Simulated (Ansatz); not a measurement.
System WAu (space group F-43m, No. 216); source of the atomic positions: the end point of a relaxation with DFT PBE, scalar-relativistic, plane waves, PAW in Ansatz; the starting structure was generated, so it need not be a known form of this composition.

```yaml
crystal:
  lattice:
    - [5.81841, 0.00000, 0.00000]
    - [0.00000, 5.81841, 0.00000]
    - [0.00000, 0.00000, 5.81841]
  atoms:
    - { symbol: W, position: [0.00000, 0.00000, 0.00000] }
    - { symbol: Au, position: [0.25000, 0.25000, 0.75000] }
    - { symbol: W, position: [0.00000, 0.50000, 0.50000] }
    - { symbol: Au, position: [0.25000, 0.75000, 0.25000] }
    - { symbol: W, position: [0.50000, 0.00000, 0.50000] }
    - { symbol: Au, position: [0.75000, 0.25000, 0.25000] }
    - { symbol: W, position: [0.50000, 0.50000, 0.00000] }
    - { symbol: Au, position: [0.75000, 0.75000, 0.75000] }
```

Describe the stacking along [111], with columns A (0, 0), B (1/3, 2/3), C (2/3, 1/3) of the hexagonal mesh spanned by (a − b)/2 and (b − c)/2.

W(A) – Au(B) – W(B) – Au(C) – W(C) – Au(A) (six layers in 10.08 Å).

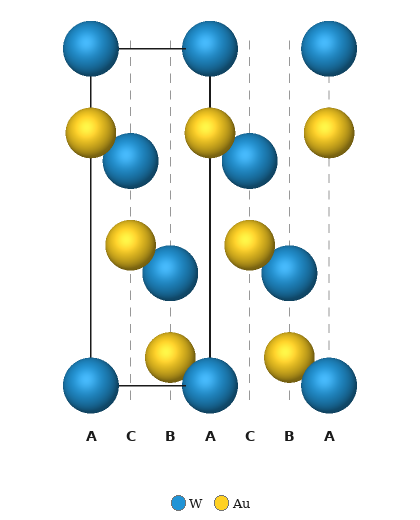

Projection along an edge of the hexagonal mesh, stacking direction [111] upwards. The dashed lines mark the three columns A (0, 0), B (1/3, 2/3) and C (2/3, 1/3). The box is the hexagonal cell of the face-centred cubic lattice. The sequence starts with the first layer at or above the cell's origin.
